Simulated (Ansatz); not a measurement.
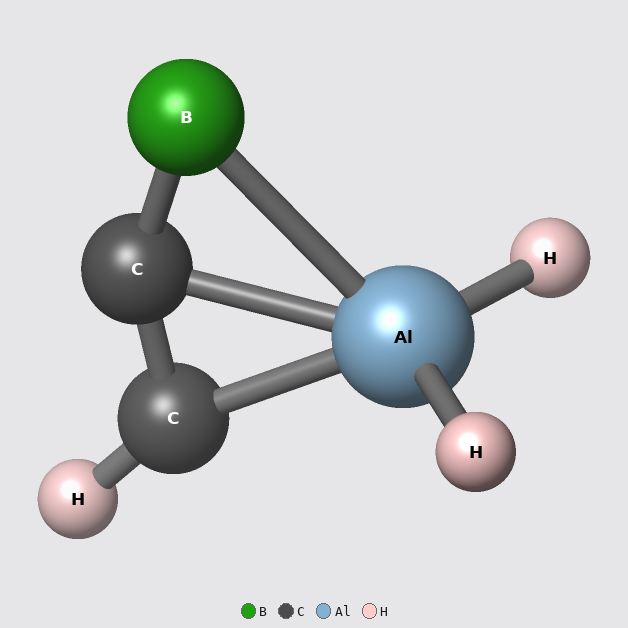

Charge −1, singlet. The computed structure is the end point of a PBE0-D4/def2-TZVPD optimisation. No frequency run is at hand to confirm it as a minimum. Properties computed with RKS B3LYP-D4/def2-TZVPPD (Ansatz 0.2.0).

**Estimate the dispersion correction.**

−29.5 kJ/mol.
